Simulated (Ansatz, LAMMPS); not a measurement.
# Molecular dynamics of glassy 62SiO2-21K2O-18CaO (mol %) (110 atoms)

Aim: follow glassy 62SiO2-21K2O-18CaO (mol %) (110 atoms) for a short time with forces from DFT, then look at structure and electrons in the last frame.

Calculated with Ansatz 0.2.0; Kohn-Sham DFT, RPBE, PAW (set soft_2), plane waves.

## Step 1: Starting point

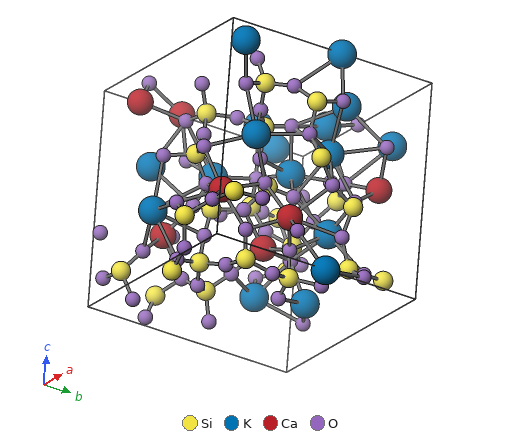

The starting structure, seen from a free direction (silicon yellow, potassium blue, calcium red, oxygen purple). Bonds to atoms that aren't drawn are left out. Some periodic images of atoms are drawn too.

The cell holds 110 atoms: 24 Si, 16 K, 7 Ca and 63 O. Its edges and angles: a = 11.937 Å, b = 11.937 Å, c = 11.937 Å, α = 90.0°, β = 90.0°, γ = 90.0°. 110 atoms (24 Si, 16 K, 7 Ca, 63 O) placed at random at 2.52 g/cm³, melted at 4000 K for 10 ps at fixed volume with the Morse and Coulomb pair potential with partial charges (Pedone, Malavasi, Menziani, Cormack and Segre, J. Phys. Chem. B 110, 11780 (2006)). Quenched from 4000 K to 300 K at 10 K/ps and fixed volume, held 10 ps at zero pressure.

Limits known from the start: The quench rate of 10 K/ps far exceeds what a furnace or splat quench reaches, so expect more defects and frozen-in strain than in a real sample. The starting topology of bonds comes from the classical model. Sampling is at Γ alone, for a cell whose shortest periodic width is 12 Å.

## Step 2: Dynamics started at 300 K

A Langevin thermostat couples each atom to a heat bath, at the price of damped dynamics. The time step is 1.0 fs.

The input, input.yaml:

```yaml
crystal:
  lattice:
    - [11.93683, 0.0, 0.0]
    - [0.0, 11.93683, 0.0]
    - [0.0, 0.0, 11.93683]
  atoms:
    - { symbol: Si, position: [0.00422, 0.32389, 0.1486] }
    - { symbol: Si, position: [0.46292, 0.22917, 0.80862] }
    - { symbol: Si, position: [0.60287, 0.47264, 0.49441] }
    - { symbol: Si, position: [0.03727, 0.87986, 0.66602] }
    [... 100 atom lines left out ...]
    - { symbol: O, position: [0.0995, 0.36826, 0.75447] }
    - { symbol: O, position: [0.01503, 0.27676, 0.03074] }
    - { symbol: O, position: [0.70481, 0.3954, 0.45493] }
    - { symbol: O, position: [0.33576, 0.32639, 0.08545] }
    - { symbol: O, position: [0.46336, 0.13814, 0.10398] }
    - { symbol: O, position: [0.04137, 0.03792, 0.13029] }
kpoints:
  mp_grid: { grid: [1, 1, 1] }
hamiltonian:
  xc: rpbe
scf:
  occupations: { method: fixed }
output:
  forces: true
  stress: true
md:
  timestep: 1.0
  n_steps: 123
  ensemble: nvt_langevin
  temperature: 300
  initial_velocities: maxwell_boltzmann
  seed: 796
```

The run is started by

```bash
$ ansatz run input.yaml --threads 4 --pin off --max-ram 8192MiB --backend cpu --events-out ev --progress --plain --runs-dir out
```

Run time: 32 min. Hardware: 4 threads of Arm Neoverse V1, shared host; peak memory 2.3 GiB; 2.1 h of CPU time.

The program notes that the SCF threshold is loose for the stress and it switched symmetry off.

The trajectory, sampled:

| time (fs) | T (K) | potential (meV/atom) |
| --- | --- | --- |
| 0.0 | 297 | 0.0 |
| 8.0 | 500 | -27.6 |
| 16.0 | 460 | -26.5 |
| 25.0 | 473 | -35.4 |
| 33.0 | 366 | -25.3 |
| 41.0 | 472 | -42.0 |
| 49.0 | 442 | -43.5 |
| 57.0 | 455 | -50.0 |
| 66.0 | 374 | -41.7 |
| 74.0 | 459 | -52.2 |
| 82.0 | 404 | -48.7 |
| 90.0 | 406 | -48.6 |
| 98.0 | 389 | -47.9 |
| 107.0 | 419 | -52.4 |
| 115.0 | 357 | -47.5 |
| 123.0 | 360 | -48.5 |

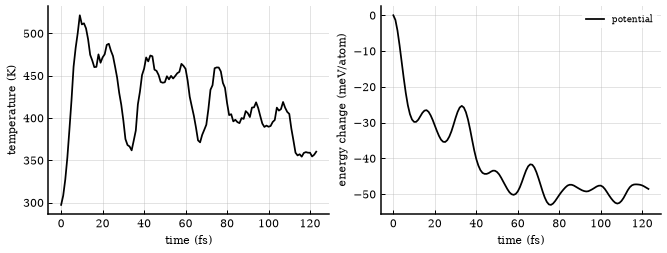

Temperature and energies against time.

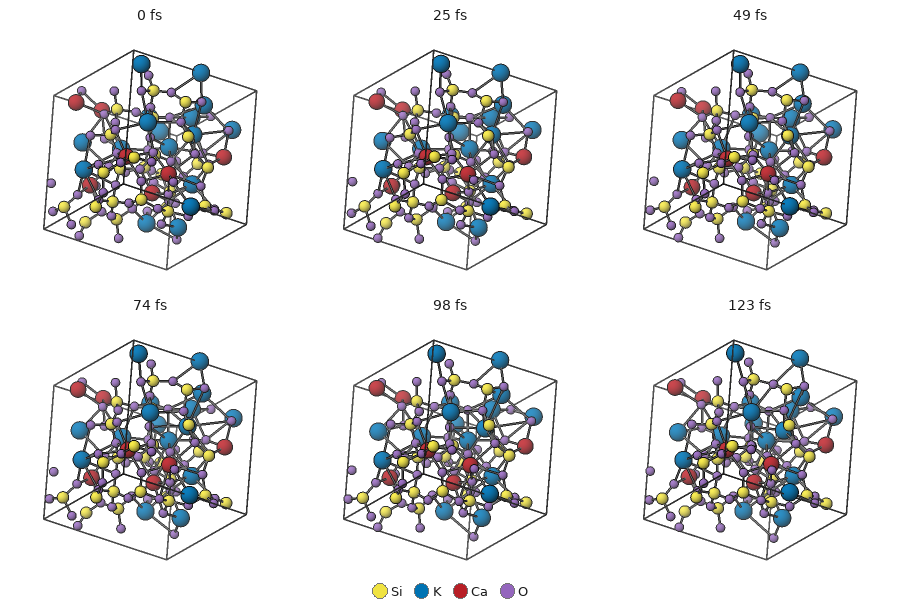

6 frames of the run. Bonds to atoms that aren't drawn are left out.

Mean square displacement from the first frame to the last: Si 0.050 Å², K 0.25 Å², Ca 0.097 Å², O 0.10 Å².

The mean square displacement by time lag:

```csv
time lag (fs),Ca (Å²),K (Å²),O (Å²),Si (Å²)
1.0,2.3e-5,3.2e-5,6.3e-5,3.8e-5
8.0,0.00143,0.00206,0.00374,0.00222
16.0,0.00553,0.00818,0.0123,0.00695
23.0,0.0108,0.0166,0.0205,0.0107
31.0,0.0182,0.0295,0.0291,0.0134
39.0,0.0264,0.0453,0.0376,0.0153
46.0,0.0338,0.0613,0.0446,0.0170
54.0,0.0424,0.0816,0.0510,0.0187
62.0,0.0510,0.104,0.0560,0.0207
```

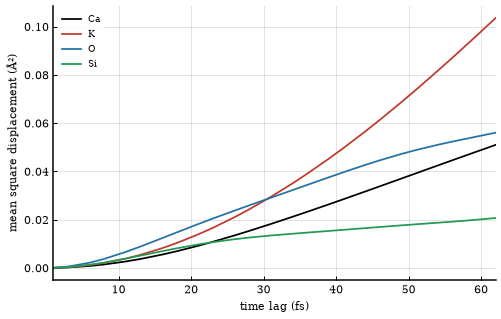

Mean square displacement, plotted against time lag.

Over the second half of 123 fs the temperature averages 399 K, falling from about 413 to 367 K (means over the first and last quarter of that half). From first frame to last K has the largest mean square displacement, 0.25 Å² at the end; the farthest move is 0.94 Å. The mean temperature of 399 K lies well off the 300 K of the input, so the thermostat hasn't yet brought the run to equilibrium. The count of bonds goes from 237 in the first frame to 251 in the last, by one set of cutoffs: 9 pairs passed out of them and 23 came within. The run spans 0.12 ps, too short for its means to be equilibrium values.

## Step 3: Structure statistics late in the run

The g(r) is a mean over the second half; what follows it is taken at the last frame.

Density 2.53 g/cm³, 15.46 Å³ an atom.

Mean of 14 frames. Pair distribution functions g(r), in bins of 0.2 Å:

```
r (Å)  total   O-O   O-Si   O-K  O-Ca  Si-Si  Si-K
 1.50   0.67  0.00   2.66  0.00  0.00   0.00  0.00
 1.70   3.24  0.00  12.96  0.00  0.00   0.00  0.00
 1.90   0.02  0.00   0.09  0.00  0.03   0.00  0.00
 2.10   0.09  0.00   0.00  0.00  1.26   0.00  0.00
 2.30   0.33  0.05   0.00  0.05  4.21   0.00  0.00
 2.50   0.89  1.49   0.00  1.16  2.88   0.00  0.00
 2.70   1.95  4.26   0.00  2.78  1.25   0.00  0.00
 2.90   0.92  1.41   0.08  1.83  0.55   1.31  0.12
 3.10   0.80  0.45   0.24  1.27  0.48   4.21  0.91
 3.30   0.88  0.68   0.36  1.03  0.38   2.36  1.93
 3.50   1.02  0.83   1.08  0.84  0.46   0.03  2.46
 3.70   1.12  0.79   1.52  0.59  0.68   0.14  2.44
 3.90   1.11  0.86   1.59  0.77  0.79   0.53  1.50
 4.10   1.23  0.88   1.77  1.03  1.30   0.93  1.36
 4.30   1.06  0.65   1.75  0.87  1.38   0.97  0.95
 4.50   0.87  0.97   0.84  0.77  1.59   0.63  0.58
 4.70   0.87  1.02   0.66  0.96  1.27   0.89  0.64
 4.90   1.05  1.31   0.74  1.12  1.33   1.11  0.84
 5.10   1.06  1.35   0.70  1.36  0.64   1.26  0.77
 5.30   1.06  1.23   1.01  1.15  0.57   1.51  0.64
 5.50   0.83  0.87   0.73  1.03  0.75   0.79  0.49
 5.70   0.87  0.81   0.96  0.85  0.72   1.08  0.90
 5.90   0.95  0.88   0.84  1.13  1.07   0.90  1.02
```

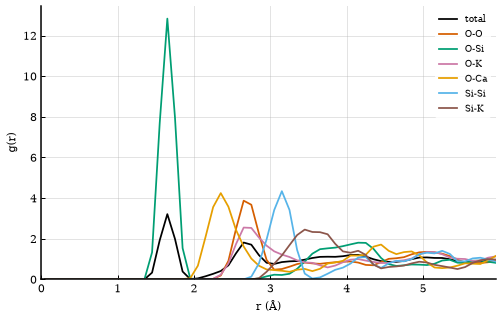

Pair distribution functions, lightly smoothed.

Bonds by pair of elements; cutoffs follow the first minimum of g(r), held within bounds set by covalent radii, and pairs that aren't listed don't count as bonded:

```csv
pair A-B,cutoff (Å),bonds,mean length (Å),spread (Å),shortest (Å),B about A,A about B
O-Si,2.16,96,1.66,0.053,1.56,1.52,4
O-K,3.58,117,2.99,0.312,2.37,1.86,7.31
O-Ca,2.98,38,2.42,0.163,2.11,0.603,5.43
```

How many atoms have how many bonded neighbours:

```
element  mean  2   3   4   5  6  7  8  9  10
     Ca  5.43  0   0   1   2  4  0  0  0   0
      K  7.31  0   0   0   2  3  5  2  2   2
      O  3.98  3  19  22  14  5  0  0  0   0
     Si     4  0   0  24   0  0  0  0  0   0
```

Bond angles (no mean is given where the spread exceeds 20°):

| angle | count | mean (°) | spread (°) |
| --- | --- | --- | --- |
| K-O-Si | 161 | - | - |
| O-Si-O | 144 | 109 | 6.7 |
| K-O-K | 96 | - | - |
| O-Ca-O | 86 | - | - |

Oxygen atoms by the number of network formers (Si, P, Ge, B, Al, As, Ga) bound to them:

| network formers bound to O | O atoms | per cent |
| --- | --- | --- |
| 0 | 0 | 0 |
| 1 | 30 | 47.6 |
| 2 | 33 | 52.4 |

Network units: each former by its oxygen neighbours and how many of them bridge to another former:

```csv
former,O neighbours,bridging O,atoms
Si,4,1,1
Si,4,2,7
Si,4,3,13
Si,4,4,3
```

Bond length by coordination (bonds to H left out):

```csv
element,coordination,atoms,mean bond length (Å)
Ca,4,1,2.32
Ca,5,2,2.41
Ca,6,4,2.45
K,5,2,2.86
K,6,3,2.89
K,7,5,3.00
K,8,2,2.94
K,9,2,3.11
K,10,2,3.03
O,2,3,1.64
O,3,19,2.10
O,4,22,2.37
O,5,14,2.58
O,6,5,2.71
```

Rings of the network by King's shortest-path rule, up to 12 atoms, one path for each pair of neighbours; H, halogens, alkali and alkaline-earth atoms are left out, and the last column divides by all other atoms, bonded or not:

```csv
ring size (atoms),rings,per network atom
8,1,0.011
10,4,0.046
12,1,0.011
```

For some of the pairs, g(r) has its first main peak near 2.7 Å (O-O), 1.7 Å (O-Si), 2.7 Å (O-K), 2.3 Å (O-Ca), 3.2 Å (Si-Si) and 3.4 Å (Si-K). With the cutoffs above, 57 % of Ca atoms have 6, 31 % of K atoms have 7, 35 % of O atoms have 4 and all Si atoms have 4 bonded neighbours. 52 % of the oxygens bridge two formers (Si) and 48 % are non-bridging. The commonest Si unit has 4 oxygens, 3 of them shared with other formers (13 of 24 atoms). Rings of 10 atoms are the most common (67 % of those counted); sizes run from 8 to 12, where the search stops.

## Step 4: Single point at the last frame

The last frame is solved once more, with the analyses that the dynamics left out.

The input, input.yaml:

```yaml
crystal:
  lattice:
    - [11.93683, 0.0, 0.0]
    - [0.0, 11.93683, 0.0]
    - [0.0, 0.0, 11.93683]
  atoms:
    - { symbol: Si, position: [0.00998, 0.31645, 0.15011] }
    - { symbol: Si, position: [0.48414, 0.22368, 0.78435] }
    - { symbol: Si, position: [0.60033, 0.44143, 0.47491] }
    - { symbol: Si, position: [0.04871, 0.87779, 0.67115] }
    [... 100 atom lines left out ...]
    - { symbol: O, position: [0.09182, 0.34994, 0.75875] }
    - { symbol: O, position: [0.01362, 0.27951, 0.0207] }
    - { symbol: O, position: [0.71225, 0.37666, 0.42423] }
    - { symbol: O, position: [0.33764, 0.31893, 0.07962] }
    - { symbol: O, position: [0.45964, 0.13371, 0.09773] }
    - { symbol: O, position: [0.03642, 0.01037, 0.13433] }
kpoints:
  mp_grid: { grid: [1, 1, 1] }
hamiltonian:
  xc: rpbe
scf:
  occupations: { method: fixed }
output:
  forces: true
  stress: true
  populations: intrinsic
  dos:
    method: { smearing: { sigma: 0.15 } }
    de: 0.1
    projected: { site_lists: { Ca: [Ca], K: [K], O: [O], Si: [Si] } }
  eigenvalues: true
  write_density: true
  write_potential: true
  volumetric_format: npy
  elf: true
```

Elapsed: 38 s, on 4 threads; peak memory 2.3 GiB; 2.5 min of CPU time.

Read from the output:

```
free energy                                      : -88735.1655 eV
free energy per atom                             : -806.6833 eV/atom
SCF cycles                                       : 10
pressure                                         : 2.483 GPa
r.m.s. force component                           : 0.8204 eV/Å
longest force                                    : 4.228 eV/Å
Fermi energy                                     : 4.666 eV
gap (highest filled to lowest empty level) : 3.159 eV
```

Neighbours are counted within 2.16 Å (O-Si), 3.58 Å (O-K), 2.98 Å (O-Ca), the cutoffs taken from the dynamics.

Length of the force by element and coordination:

```csv
element,coordination,atoms,mean length of the force (eV/Å),spread,least,most
Ca,all,7,0.928,0.300,0.567,1.40
Ca,4,1,0.732,0,0.732,0.732
Ca,5,2,0.747,0.0442,0.703,0.791
Ca,6,4,1.07,0.334,0.567,1.40
K,all,16,0.531,0.144,0.216,0.907
K,5,2,0.521,0.0348,0.486,0.556
K,6,3,0.516,0.0646,0.425,0.566
K,7,5,0.549,0.0875,0.419,0.660
K,8,2,0.431,0.0426,0.388,0.473
K,9,2,0.586,0.0565,0.529,0.642
K,10,2,0.562,0.346,0.216,0.907
O,all,63,1.18,0.576,0.269,2.67
O,2,3,1.33,0.570,0.614,2.01
O,3,19,1.17,0.499,0.439,2.03
O,4,22,1.08,0.539,0.269,2.33
O,5,14,1.28,0.594,0.289,2.55
O,6,5,1.32,0.817,0.624,2.67
Si,all,24,1.79,1.03,0.422,4.23
```

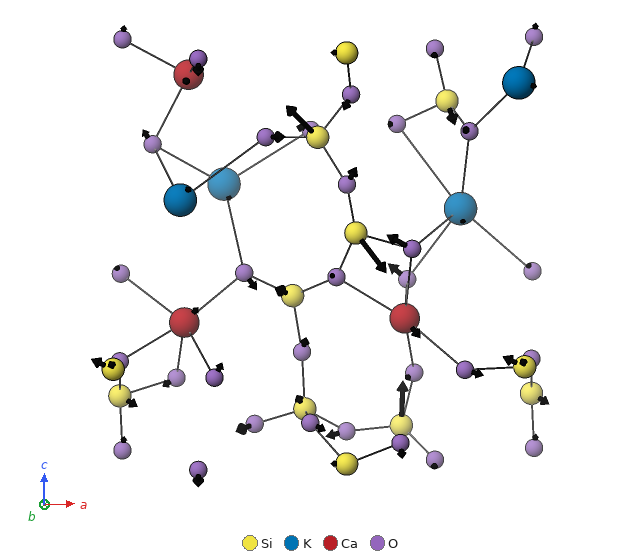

Forces as arrows; the longest in the cell is 4.23 eV/Å. Drawn is a slice 4 Å thick, seen along the normal of the ac plane. Bonds to atoms that aren't drawn are left out.

Intrinsic-atomic-orbital charges by element and coordination:

```csv
element,coordination,atoms,mean charge (e),spread,least,most
Ca,all,7,1.77,0.0112,1.75,1.79
Ca,4,1,1.77,0,1.77,1.77
Ca,5,2,1.77,0.0126,1.76,1.79
Ca,6,4,1.77,0.0117,1.75,1.79
K,all,16,0.860,0.0081,0.845,0.877
K,5,2,0.856,0.0069,0.849,0.863
K,6,3,0.860,0.002,0.857,0.861
K,7,5,0.860,0.0074,0.850,0.869
K,8,2,0.849,0.0038,0.845,0.853
K,9,2,0.873,0.0044,0.869,0.877
K,10,2,0.862,2.0e-4,0.861,0.862
O,all,63,-1.03,0.112,-1.22,-0.875
O,2,3,-0.891,0.0118,-0.903,-0.875
O,3,19,-0.985,0.102,-1.20,-0.897
O,4,22,-1.05,0.109,-1.22,-0.892
O,5,14,-1.09,0.098,-1.20,-0.931
O,6,5,-1.07,0.0715,-1.14,-0.941
Si,all,24,1.62,0.0558,1.52,1.73
```

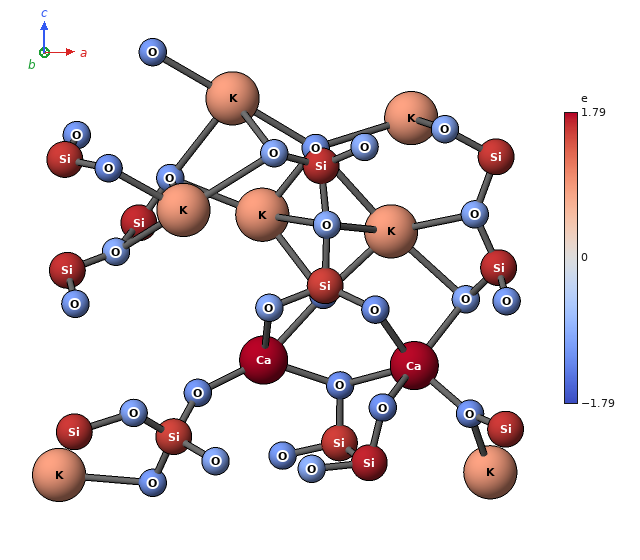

Atoms coloured by intrinsic-atomic-orbital charge. Drawn is a slice 4 Å thick, seen along the normal of the ac plane.

Density of states as counts of states in windows of 1 eV (from the Fermi level), total and the larger projections:

```csv
from (eV),to (eV),total,O p,Si p,O s,K p
-18,-17,27.1,0.6,2.8,20.5,0.2
-17,-16,31.6,0.5,3.9,24.7,0.2
-16,-15,2.0,0.0,0.3,1.6,0.0
-15,-14,0.0,0.0,0.0,0.0,0.0
-14,-13,19.0,0.1,0.0,0.1,18.7
-13,-12,60.2,0.6,0.1,0.3,59.1
-12,-11,16.8,0.2,0.0,0.1,16.3
-11,-10,3.9,2.6,0.2,0.2,0.0
-10,-9,8.9,5.8,0.6,0.5,0.0
-9,-8,12.9,8.8,1.3,0.7,0.0
-8,-7,18.1,13.1,2.7,0.6,0.0
-7,-6,18.5,14.0,3.2,0.4,0.0
-6,-5,22.9,17.8,2.9,1.2,0.1
-5,-4,51.7,42.6,4.1,2.4,0.1
-4,-3,63.1,55.5,3.2,1.7,0.2
-3,-2,66.9,61.2,2.0,1.0,0.2
-2,-1,68.8,64.0,1.8,0.4,0.2
-1,0,40.4,38.3,0.7,0.1,0.1
0,1,2.0,1.9,0.0,0.0,0.0
1,2,0.0,0.0,0.0,0.0,0.0
2,3,0.1,0.0,0.0,0.0,0.0
3,4,2.3,0.1,0.1,0.4,0.0
4,5,12.2,1.0,0.9,1.2,0.1
```

With fixed occupations the program's Fermi level is the highest filled level; weight inside the gap is the broadening of levels at its edges.

Between -26 and -18 eV lie 107 more states.

The stored curve holds about 642 of the 688 electrons; the rest, give or take the few that broadening carries across the Fermi level, lie in deeper levels below its range.

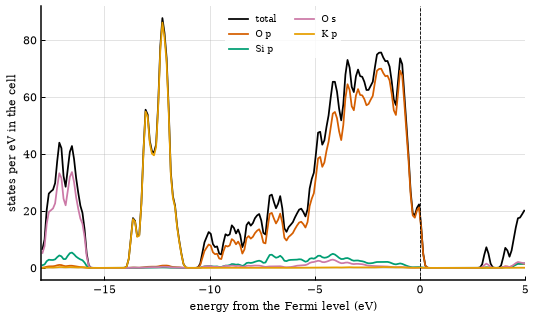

Total and projected density of states, with the broadening of the input.

The levels nearest the highest filled one (over half full), pooled over k-points and spins:

| level less the highest filled one (eV) | occupation |
| --- | --- |
| -0.490 | 2 |
| -0.330 | 2 |
| -0.237 | 2 |
| -0.0965 | 2 |
| -0.0392 | 2 |
| 0 | 2 |
| 3.16 | 0 |
| 4.08 | 0 |
| 4.44 | 0 |
| 4.63 | 0 |
| 4.67 | 0 |
| 4.85 | 0 |

Mean intrinsic-atomic-orbital charges: Ca +1.77, K +0.86, O -1.03, Si +1.62 e.

## Step 5: Results

```yaml
mean_temperature_second_half: 398.7 K
temperature_swing_second_half: 27.16 K
mean_pressure_second_half: 3.156 GPa
free_energy_per_atom: -806.6833 eV/atom
pressure: 2.483 GPa
r_m_s_force_component: 0.8204 eV/Å
spacing_of_highest_filled_and_lowest_empty_level: 3.159 eV
wall_time_of_the_2_dft_runs: 33 min
```

Over the second half of 123 fs the temperature averages 399 K, falling from about 413 to 367 K (means over the first and last quarter of that half). The mean temperature of 399 K lies well off the 300 K of the input, so the thermostat hasn't yet brought the run to equilibrium. The count of bonds goes from 237 in the first frame to 251 in the last, by one set of cutoffs: 9 pairs passed out of them and 23 came within. The run spans 0.12 ps, too short for its means to be equilibrium values. With the cutoffs above, 57 % of Ca atoms have 6, 31 % of K atoms have 7, 35 % of O atoms have 4 and all Si atoms have 4 bonded neighbours. 52 % of the oxygens bridge two formers (Si) and 48 % are non-bridging.

The highest filled and lowest empty levels differ by 3.16 eV (at Γ alone); a semilocal functional tends to put such gaps too low. In a disordered cell it changes from sample to sample, and tail or defect levels can set it.

What to keep in mind: The network of bonds at the start is that of the classical potential that made the cell; in DFT 9 of its 237 bonded pairs passed out of the cutoffs and 23 came within them. The pressure of 2.5 GPa is that of one thermal frame at a volume set beforehand, without the kinetic term.

[Logs are printed without paths, hosts, clocks, repeated set-up lines and the standing remarks that a program may print on its own settings, such as how far it seeks lower states.]

[Hosts, paths, dates, database ids (printed as entryN), source tags and the programs' standing remarks are cut or masked in the printed files.]
